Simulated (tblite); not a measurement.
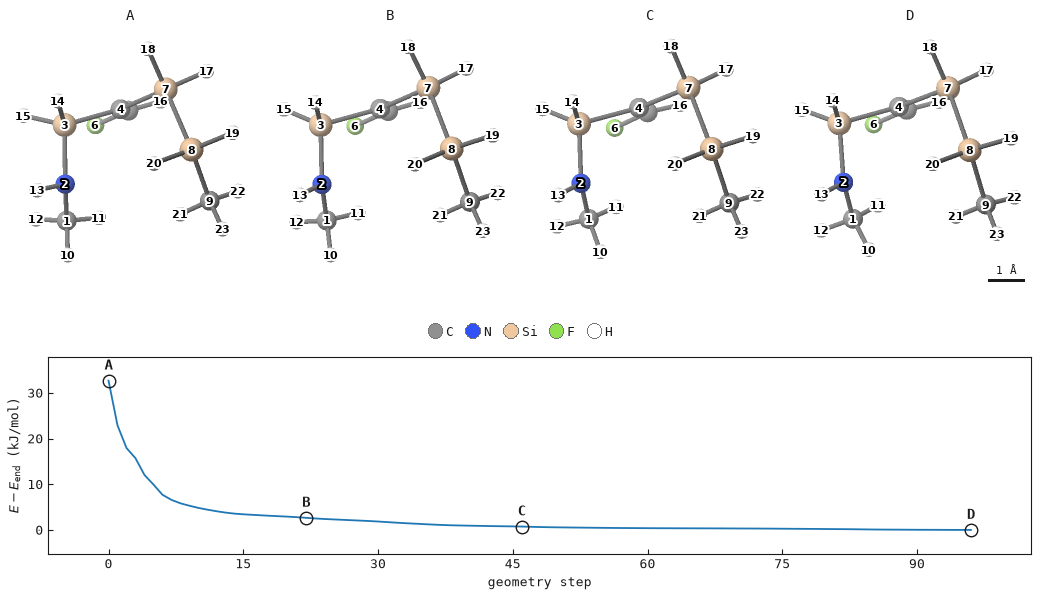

Frames of a relaxation of C₄H₁₄FNSi₃, marked on the history of the run. A ball-and-stick model, seen at a tilt.

The calculation used tblite 0.8.0, GFN2-xTB geometry optimisation, gas phase. 

**Describe the path.**

The largest move after the best rigid fit is that of an H atom, 0.62 Å. By element the largest moves are H 0.62 Å, C 0.20 Å, Si 0.16 Å, N 0.07 Å, F 0.07 Å. Among the contacts that change: C–Si 1.823 → 1.893 Å, C–Si 1.853 → 1.903 Å, C–Si 1.841 → 1.886 Å, C–C 1.349 → 1.319 Å. Bond angles that change, for instance: Si–N–H 106.3° → 116.5°, N–Si–H 107.7° → 117.0°, Si–C–Si 113.5° → 119.6°. Over 96 geometry steps the energy falls by 32.7 kJ/mol. The run took 1.2 s on 1 thread of Arm Neoverse V1, on a shared host. From step 0 to 22: an H atom moves most (0.21 Å), energy −30.0 kJ/mol. From step 22 to 46: an H atom moves most (0.29 Å), energy −1.91 kJ/mol. From step 46 to 96: an H atom moves most (0.26 Å), energy −0.74 kJ/mol.

```tsv
step	E − E(0), kJ/mol
0	0.00
1	-9.81
2	-14.74
3	-16.98
4	-20.65
5	-22.74
6	-24.98
7	-26.10
8	-26.85
9	-27.38
10	-27.86
15	-29.26
19	-29.68
24	-30.28
28	-30.64
33	-31.20
37	-31.59
42	-31.82
46	-31.94
51	-32.14
55	-32.23
60	-32.29
64	-32.32
69	-32.35
73	-32.39
78	-32.45
82	-32.51
87	-32.61
91	-32.65
96	-32.68
```
